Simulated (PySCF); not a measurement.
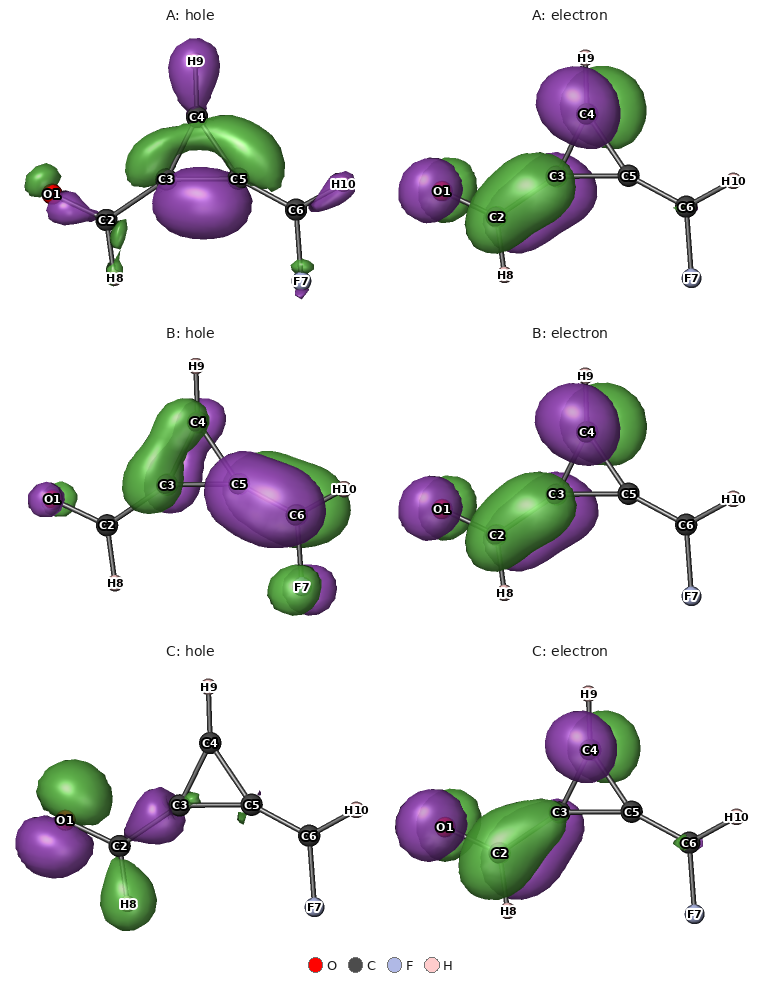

C$_{5}$H$_{3}$FO, SMILES `O=CC1=CC/1=C/F`. Leading natural transition orbital pairs of 3 excited states (full linear response singlet states).

Level of theory: CAM-B3LYP/6-31+G* (PySCF), at a geometry from GFN2-xTB. No frequency check shows the geometry to be a minimum.

Input

```python
import numpy as np
from pyscf import gto, scf, dft, tdscf
from pyscf.scf import atom_ks, atom_hf
from scipy.linalg import block_diag

def solve(mol, dm0=None, hcore=None):
    mf = (dft.UKS if mol.spin else dft.RKS)(mol, xc='camb3lyp')
    mf.grids.level = 3
    mf = mf.density_fit(auxbasis='def2-universal-jkfit')
    mf.conv_tol, mf.max_cycle = 1e-8, 80
    if hcore is not None:
        mf.get_hcore = lambda *args: hcore
    mf.kernel(dm0)
    if not mf.converged:
        mf = mf.newton().run(mf.mo_coeff, mf.mo_occ, max_cycle=30)
    assert mf.converged, 'SCF not converged'
    return mf

mol = gto.M(atom='''
O      2.89630     0.45496     0.00000
C      1.71832     0.71671     0.00000
C      0.67338    -0.27652     0.00000
C      0.29200    -1.55530     0.00000
C     -0.76115    -0.57667     0.00000
C     -2.02507    -0.23271     0.00000
F     -2.39652     1.07130     0.00000
H      1.34619     1.75662     0.00000
H      0.53813    -2.59025     0.00000
H     -2.87090    -0.90076     0.00000
''', basis='6-31+g*', charge=0, spin=0, verbose=4)
mf = solve(mol)
td = mf.TDDFT()
td.nstates, td.singlet, td.conv_tol = 4, True, 1e-5
td.kernel()
td.analyze()
x, y = np.array([p[0] for p in td.xy]), np.array([p[1] + 0 * p[0] for p in td.xy])
f, mu = td.oscillator_strength(), td.transition_dipole()
nto = [td.get_nto(state=i + 1, verbose=4) for i in range(len(td.e))]
# spherically averaged free atoms, for the promolecule
atm = atom_ks.get_atm_nrks(mol, xc='camb3lyp')
pro = block_diag(*[(atm[a[0]][2] * atm[a[0]][3]) @ atm[a[0]][2].T for a in mol._atom])
np.savez('result.npz', e=td.e, f=f, ok=td.converged, w=[n[0] for n in nto], nto=[n[1] for n in nto], x=x, y=y, c=mf.mo_coeff, occ=mf.mo_occ, eps=mf.mo_energy, pro=pro, mu=mu)
```

Launched as:

```sh
OMP_NUM_THREADS=1 python input.py
```

The run took 5.1 min on 1 thread of AMD EPYC 9R45 96-Core Processor (Zen 5), on a shared host, peak memory 0.83 GiB.

```csv
state,energy (eV),f
S₁,3.18,0.084
S₂,3.40,0.000
S₃,5.63,0.000
```

Question: Which pair belongs to which state?

Answer: A is S₃ (σ → π*): hole on C5 (30 %) and C3 (26 %), electron on C4 (29 %) and C3 (21 %). B is S₁ (π → π*): hole on C6 (35 %) and C5 (23 %), electron on C4 (30 %) and C3 (20 %). C is S₂ (n → π*): hole on O1 (65 %) and C2 (13 %), electron on C2 (31 %) and O1 (28 %).
